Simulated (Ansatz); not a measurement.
BSiHClF: molecular dynamics (part 1 of 2)

BSiHClF, computed with RKS PBE0-D4/def2-SVP (Ansatz 0.2.0).

Figures and captions count atoms from 1; the log counts them from 0 in places.

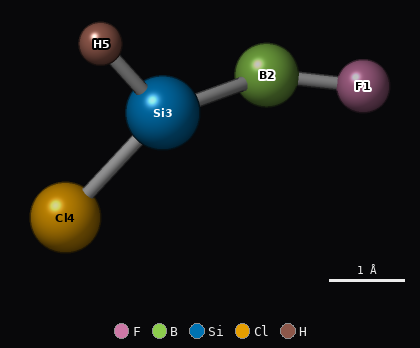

Fig. 1: The starting structure (ball-and-stick view, seen at a tilt; atoms are numbered from 1 in the order of the input). Bond lengths as drawn: B–F 1.31 Å, B–Si 1.85 Å, Cl–Si 2.04 Å and H–Si 1.46 Å.

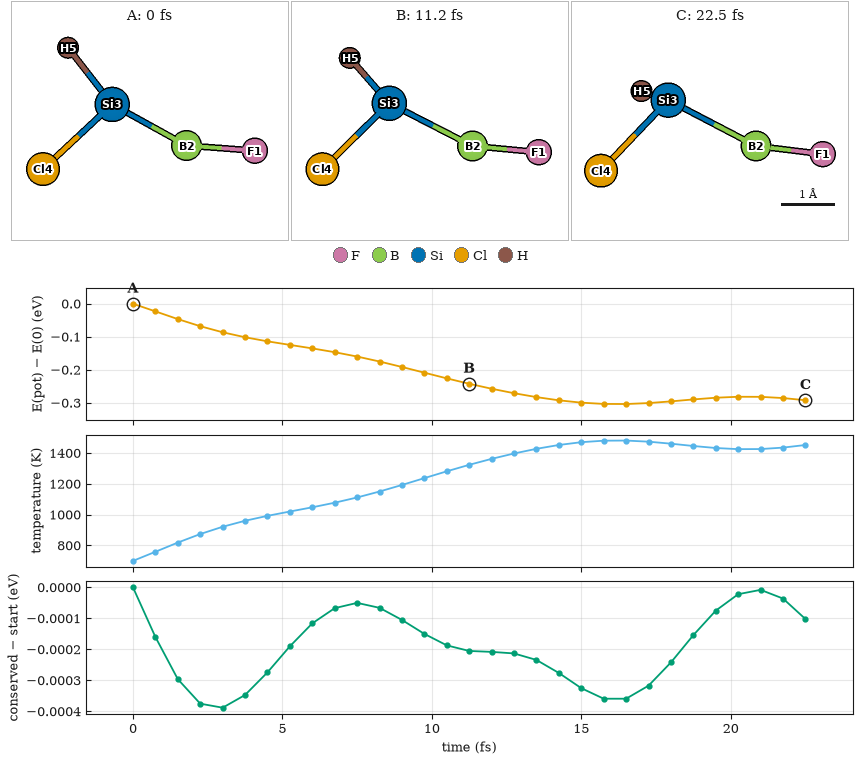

Fig. 2: Frames of the molecular dynamics (ball-and-stick, seen at a tilt) above the curves, on which the letters mark them. The trajectory kept here has 31 frames over 22.5 fs. The temperature starts at 700 K, ranges from 700 to 1481 K and averages 1434 K over the second half. The potential energy ends 0.292 eV below its first value. The conserved quantity stays within 0.00039 eV. After an unweighted best fit of the last frame on the first, the root-mean-square displacement is 0.35 Å.

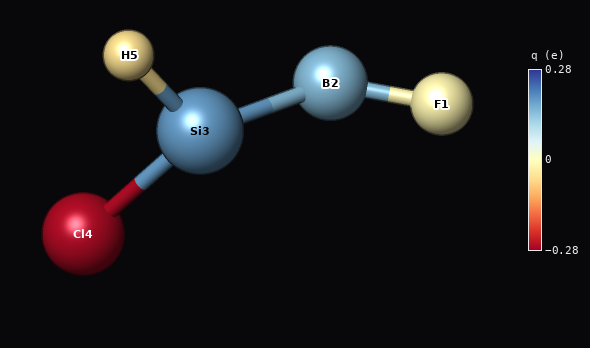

Fig. 3: Mulliken charges, as the colour of each atom (ball-and-stick view, seen at a tilt; atoms are numbered from 1 in the order of the input). By element: F −0.02, B +0.15, Si +0.18, Cl −0.26 and H −0.05 e.

The input that produced these results follows, with the program's output.

Input file:
```yaml
crystal:
  periodic: [false, false, false]
  atoms:
    - {symbol: F, position_ang: [0.056350, -1.642780, 1.791460]}
    - {symbol: B, position_ang: [0.236040, -1.103830, 0.613930]}
    - {symbol: Si, position_ang: [0.038350, 0.564320, -0.171660]}
    - {symbol: Cl, position_ang: [-1.467820, 0.817500, -1.525620]}
    - {symbol: H, position_ang: [1.137090, 1.364790, -0.708110]}
basis:
  gaussian: {orbitals: def2-SVP}
hamiltonian: {xc: pbe0, dispersion: d4}
md: {n_steps: 30, timestep: 0.75, temperature: 700, ensemble: nve, seed: 769, initial_velocities: maxwell_boltzmann}
```

Run as:
```bash
ansatz run in.yaml --threads 1 --pin off --events-out ev --progress --plain --max-ram 4352MiB
```

Output:
```
Functional definition: PBE0
  name "PBE0"
  cite "Adamo & Barone, J. Chem. Phys. 110, 6158 (1999) doi:10.1063/1.478522"
  cite "Perdew, Burke & Ernzerhof, Phys. Rev. Lett. 77, 3865 (1996) doi:10.1103/PhysRevLett.77.3865"
  parent pbe
  parameter a = 0.25
  parameter kappa = 0.804
  parameter beta = 0.06672455060314922
  exchange = (1 - a)*pbe_x(kappa = kappa, mu = beta*pi^2/3) + a*exact_x
  correlation = pbe_c(beta = beta)
703 factors; integrals over basis functions are off by at most 3.1e-4 eV
mean field evaluation 1: about -23788.4518 eV, gradient 2.0e1 eV
mean field evaluation 2: about -23787.8275 eV, gradient 2.9e1 eV
mean field evaluation 4: about -23789.1187 eV, gradient 7.9e-1 eV
mean field evaluation 8: about -23789.1442 eV, gradient 2.0e-2 eV
mean field evaluation 16: about -23789.1442 eV, gradient 3.4e-5 eV
mean field -23789.14423300 eV, -874.2349257016 hartree, gradient 3.4e-5 eV, S^2 0.000000; 0 other end points of the search recorded, 0 dependent functions left out
the calculation of the forces begins
reference -23789.14425423 eV, -874.2349264820 hartree; 23, 23 occupied and 46, 46 virtual orbitals, 703 factors
md step     0: t =     0.00 fs  T =   700.0 K  F+E_penalty+E_count = -23789.24871032 eV  E_kin = 0.271446 eV  conserved = -23788.97726432 eV  (27 SCF iters)
these checks for a lower state are left out or cut short: starts, cluster_reference, orbital_swaps, neighbouring_geometries, increment
703 factors; integrals over basis functions are off by at most 3.2e-4 eV
mean field -23789.16736449 eV, -874.2357757684 hartree, gradient 1.4e-5 eV, S^2 0.000000; 0 other end points of the search recorded, 0 dependent functions left out
the calculation of the forces begins
reference -23789.16738571 eV, -874.2357765482 hartree; 23, 23 occupied and 46, 46 virtual orbitals, 703 factors
md step     1: t =     0.75 fs  T =   759.0 K  F+E_penalty+E_count = -23789.27176482 eV  E_kin = 0.294341 eV  conserved = -23788.97742429 eV  (34 SCF iters, 3 dispersion substeps)
[... from here on the SCF iterations and repeated set-up lines of each step are left out, up to the last step ...]
md step     2: t =     1.50 fs  T =   818.9 K  F+E_penalty+E_count = -23789.29512007 eV  E_kin = 0.317560 eV  conserved = -23788.97756019 eV  (34 SCF iters, 3 dispersion substeps)
md step     3: t =     2.25 fs  T =   874.2 K  F+E_penalty+E_count = -23789.31662308 eV  E_kin = 0.338984 eV  conserved = -23788.97763881 eV  (34 SCF iters, 3 dispersion substeps)
md step     4: t =     3.00 fs  T =   921.5 K  F+E_penalty+E_count = -23789.33501064 eV  E_kin = 0.357359 eV  conserved = -23788.97765199 eV  (34 SCF iters, 3 dispersion substeps)
md step     5: t =     3.75 fs  T =   960.5 K  F+E_penalty+E_count = -23789.35005477 eV  E_kin = 0.372443 eV  conserved = -23788.97761144 eV  (33 SCF iters, 3 dispersion substeps)
md step     6: t =     4.50 fs  T =   992.5 K  F+E_penalty+E_count = -23789.36239197 eV  E_kin = 0.384854 eV  conserved = -23788.97753754 eV  (33 SCF iters, 3 dispersion substeps)
md step     7: t =     5.25 fs  T =  1020.5 K  F+E_penalty+E_count = -23789.37318871 eV  E_kin = 0.395735 eV  conserved = -23788.97745360 eV  (32 SCF iters, 3 dispersion substeps)
md step     8: t =     6.00 fs  T =  1048.0 K  F+E_penalty+E_count = -23789.38376674 eV  E_kin = 0.406387 eV  conserved = -23788.97737967 eV  (32 SCF iters, 3 dispersion substeps)
md step     9: t =     6.75 fs  T =  1077.8 K  F+E_penalty+E_count = -23789.39527423 eV  E_kin = 0.417944 eV  conserved = -23788.97733058 eV  (32 SCF iters, 3 dispersion substeps)
md step    10: t =     7.50 fs  T =  1111.8 K  F+E_penalty+E_count = -23789.40844301 eV  E_kin = 0.431129 eV  conserved = -23788.97731421 eV  (33 SCF iters, 3 dispersion substeps)
md step    11: t =     8.25 fs  T =  1150.5 K  F+E_penalty+E_count = -23789.42346044 eV  E_kin = 0.446130 eV  conserved = -23788.97733001 eV  (33 SCF iters, 3 dispersion substeps)
md step    12: t =     9.00 fs  T =  1193.0 K  F+E_penalty+E_count = -23789.43997897 eV  E_kin = 0.462610 eV  conserved = -23788.97736879 eV  (33 SCF iters, 3 dispersion substeps)
md step    13: t =     9.75 fs  T =  1237.4 K  F+E_penalty+E_count = -23789.45726503 eV  E_kin = 0.479851 eV  conserved = -23788.97741420 eV  (33 SCF iters, 3 dispersion substeps)
md step    14: t =    10.50 fs  T =  1281.7 K  F+E_penalty+E_count = -23789.47445246 eV  E_kin = 0.497002 eV  conserved = -23788.97745069 eV  (33 SCF iters, 3 dispersion substeps)
md step    15: t =    11.25 fs  T =  1323.8 K  F+E_penalty+E_count = -23789.49079998 eV  E_kin = 0.513331 eV  conserved = -23788.97746875 eV  (33 SCF iters, 3 dispersion substeps)
md step    16: t =    12.00 fs  T =  1362.6 K  F+E_penalty+E_count = -23789.50584333 eV  E_kin = 0.528371 eV  conserved = -23788.97747241 eV  (28 SCF iters, 3 dispersion substeps)
md step    17: t =    12.75 fs  T =  1397.4 K  F+E_penalty+E_count = -23789.51935527 eV  E_kin = 0.541878 eV  conserved = -23788.97747703 eV  (33 SCF iters, 3 dispersion substeps)
md step    18: t =    13.50 fs  T =  1427.7 K  F+E_penalty+E_count = -23789.53114573 eV  E_kin = 0.553647 eV  conserved = -23788.97749841 eV  (33 SCF iters, 3 dispersion substeps)
md step    19: t =    14.25 fs  T =  1452.7 K  F+E_penalty+E_count = -23789.54085487 eV  E_kin = 0.563315 eV  conserved = -23788.97754016 eV  (33 SCF iters, 3 dispersion substeps)
md step    20: t =    15.00 fs  T =  1470.7 K  F+E_penalty+E_count = -23789.54791577 eV  E_kin = 0.570327 eV  conserved = -23788.97758921 eV  (33 SCF iters, 3 dispersion substeps)
md step    21: t =    15.75 fs  T =  1480.5 K  F+E_penalty+E_count = -23789.55174777 eV  E_kin = 0.574125 eV  conserved = -23788.97762305 eV  (33 SCF iters, 3 dispersion substeps)
md step    22: t =    16.50 fs  T =  1481.4 K  F+E_penalty+E_count = -23789.55207845 eV  E_kin = 0.574456 eV  conserved = -23788.97762272 eV  (33 SCF iters, 3 dispersion substeps)
md step    23: t =    17.25 fs  T =  1474.1 K  F+E_penalty+E_count = -23789.54920958 eV  E_kin = 0.571629 eV  conserved = -23788.97758054 eV  (33 SCF iters, 3 dispersion substeps)
md step    24: t =    18.00 fs  T =  1461.1 K  F+E_penalty+E_count = -23789.54409110 eV  E_kin = 0.566585 eV  conserved = -23788.97750590 eV  (33 SCF iters, 3 dispersion substeps)
md step    25: t =    18.75 fs  T =  1446.0 K  F+E_penalty+E_count = -23789.53815892 eV  E_kin = 0.560741 eV  conserved = -23788.97741780 eV  (32 SCF iters, 3 dispersion substeps)
md step    26: t =    19.50 fs  T =  1433.0 K  F+E_penalty+E_count = -23789.53302051 eV  E_kin = 0.555682 eV  conserved = -23788.97733859 eV  (32 SCF iters, 3 dispersion substeps)
md step    27: t =    20.25 fs  T =  1425.6 K  F+E_penalty+E_count = -23789.53009800 eV  E_kin = 0.552812 eV  conserved = -23788.97728633 eV  (32 SCF iters, 3 dispersion substeps)
md step    28: t =    21.00 fs  T =  1426.2 K  F+E_penalty+E_count = -23789.53033088 eV  E_kin = 0.553059 eV  conserved = -23788.97727224 eV  (32 SCF iters, 3 dispersion substeps)
md step    29: t =    21.75 fs  T =  1435.6 K  F+E_penalty+E_count = -23789.53398897 eV  E_kin = 0.556689 eV  conserved = -23788.97730002 eV  (32 SCF iters, 3 dispersion substeps)
these checks for a lower state are left out or cut short: starts, cluster_reference, orbital_swaps, neighbouring_geometries, increment
703 factors; integrals over basis functions are off by at most 4.8e-4 eV
mean field -23789.43796297 eV, -874.2457200790 hartree, gradient 2.5e-5 eV, S^2 0.000000; 0 other end points of the search recorded, 0 dependent functions left out
the calculation of the forces begins
reference -23789.43798550 eV, -874.2457209069 hartree; 23, 23 occupied and 46, 46 virtual orbitals, 703 factors
703 factors; integrals over basis functions are off by at most 4.8e-4 eV
mean field evaluation 256: about -23789.4380 eV, gradient 2.7e-3 eV
mean field -23789.43796297 eV, -874.2457200790 hartree, gradient 2.5e-5 eV, S^2 0.000000; 1 other end points of the search recorded, 0 dependent functions left out
the calculation of the forces begins
reference -23789.43798550 eV, -874.2457209069 hartree; 23, 23 occupied and 46, 46 virtual orbitals, 703 factors
md step    30: t =    22.50 fs  T =  1452.5 K  F+E_penalty+E_count = -23789.54061177 eV  E_kin = 0.563246 eV  conserved = -23788.97736582 eV  (27 SCF iters, 3 dispersion substeps)
Total energy: -23789.54063430 eV, -874.2494931807 hartree
Atom 0 at     0.172018    -1.843987     1.830954 Å, force    -0.207345     1.479201    -1.384474 eV/Å
Atom 1 at     0.048159    -1.013674     0.824753 Å, force     0.048034    -1.104041     0.797688 eV/Å
Atom 2 at     0.054636     0.703422    -0.187337 Å, force     0.919646    -0.353507     0.268994 eV/Å
Atom 3 at    -1.491951     0.818871    -1.592158 Å, force    -0.001840    -0.218510     0.016906 eV/Å
Atom 4 at     1.366810     0.266324    -0.936549 Å, force    -0.758495     0.196856     0.300886 eV/Å
Dipole moment:     0.143033    -0.320042     0.334352 e Å
```

Trajectory as extended XYZ (Å, eV, eV/Å), 31 frames, from step=0 to step=30:
```
5
Properties=species:S:1:pos:R:3:forces:R:3 step=0 time_fs=0.0 energy=-23789.24871 temperature=700.0
F     0.0563   -1.6428    1.7915    0.2801  -0.1664  -1.0092
B     0.2360   -1.1038    0.6139   -0.0894  -0.9097   1.6189
Si    0.0384    0.5643   -0.1717   -0.3719   1.3807   0.0240
Cl   -1.4678    0.8175   -1.5256   -0.5550  -0.1909  -0.4724
H     1.1371    1.3648   -0.7081    0.7362  -0.1137  -0.1613
5
Properties=species:S:1:pos:R:3:forces:R:3 step=1 time_fs=0.8 energy=-23789.27177 temperature=759.0
F     0.0602   -1.6489    1.7931    0.2392  -0.1679  -0.8970
B     0.2289   -1.1012    0.6216   -0.0494  -0.8014   1.4302
Si    0.0371    0.5671   -0.1744   -0.1943   1.3615   0.0823
Cl   -1.4670    0.8178   -1.5263   -0.6060  -0.1829  -0.5154
H     1.1471    1.3611   -0.7196    0.6106  -0.2092  -0.1001
5
Properties=species:S:1:pos:R:3:forces:R:3 step=2 time_fs=1.5 energy=-23789.29512 temperature=818.9
F     0.0642   -1.6551    1.7944    0.1952  -0.1874  -0.7473
B     0.2218   -1.0990    0.6299   -0.0080  -0.6634   1.1945
Si    0.0358    0.5702   -0.1772    0.0118   1.3450   0.1408
Cl   -1.4663    0.8182   -1.5270   -0.6538  -0.1746  -0.5593
H     1.1604    1.3562   -0.7315    0.4548  -0.3195  -0.0287
5
Properties=species:S:1:pos:R:3:forces:R:3 step=3 time_fs=2.2 energy=-23789.31662 temperature=874.2
F     0.0682   -1.6613    1.7956    0.1499  -0.2239  -0.5652
B     0.2147   -1.0971    0.6388    0.0333  -0.5000   0.9189
Si    0.0345    0.5736   -0.1799    0.2285   1.3204   0.2050
Cl   -1.4657    0.8185   -1.5279   -0.6978  -0.1663  -0.6034
H     1.1761    1.3497   -0.7437    0.2861  -0.4303   0.0447
5
Properties=species:S:1:pos:R:3:forces:R:3 step=4 time_fs=3.0 energy=-23789.33501 temperature=921.5
F     0.0722   -1.6676    1.7966    0.1049  -0.2752  -0.3579
B     0.2075   -1.0954    0.6483    0.0731  -0.3166   0.6125
Si    0.0332    0.5772   -0.1826    0.4394   1.2796   0.2794
Cl   -1.4651    0.8187   -1.5288   -0.7380  -0.1580  -0.6468
H     1.1934    1.3408   -0.7556    0.1206  -0.5298   0.1127
5
Properties=species:S:1:pos:R:3:forces:R:3 step=5 time_fs=3.8 energy=-23789.35005 temperature=960.5
F     0.0763   -1.6739    1.7975    0.0619  -0.3383  -0.1341
B     0.2004   -1.0939    0.6580    0.1099  -0.1197   0.2869
Si    0.0320    0.5810   -0.1853    0.6314   1.2178   0.3665
Cl   -1.4647    0.8190   -1.5298   -0.7739  -0.1500  -0.6887
H     1.2113    1.3290   -0.7669   -0.0294  -0.6098   0.1694
```
